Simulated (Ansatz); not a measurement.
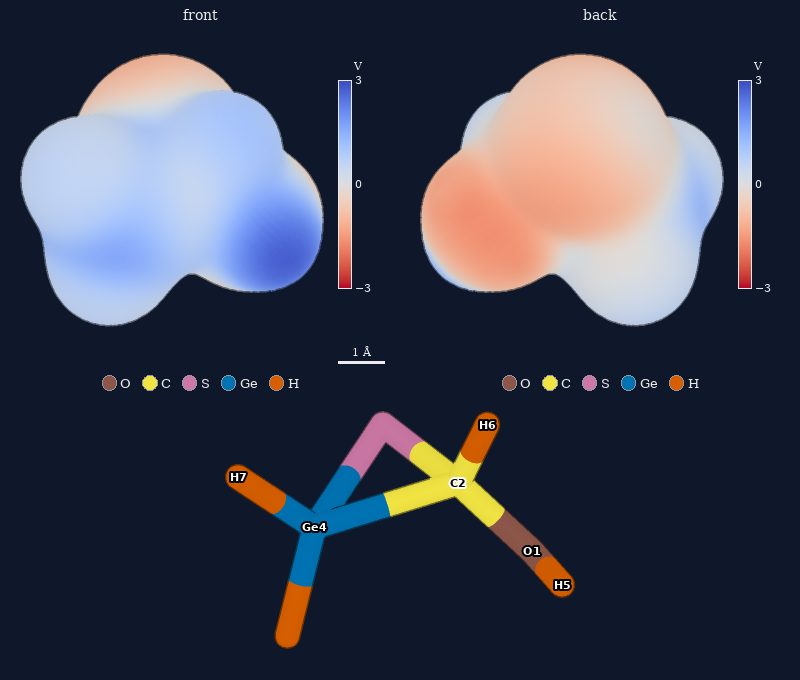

*CH$_{4}$GeOS. The electrostatic potential painted on the density surface at 0.002 e/bohr³, seen from the front and from behind; the colour scale runs from red (negative) to blue (positive). The bare structure is drawn below in the same view.*

The calculation used RKS PBE0-D4/def2-SVP in Ansatz 0.2.0.

```xyz
8

O    -0.8307    0.2783   -1.5171
C    -0.4637    0.5583   -0.2147
S    -1.4551   -0.3508    1.0311
Ge    0.7143   -0.6719    0.7551
H    -0.1915    0.7042   -2.1006
H    -0.3898    1.6325    0.0186
H     1.6141   -0.2295    1.9133
H     1.0946   -1.9784    0.0585
```

Q: Where is the surface potential most negative and most positive?

A: The most negative region (about −1.6 V) lies over O1, the most positive (about +2.6 V) over H5. O1 is the likeliest acceptor of a hydrogen bond.
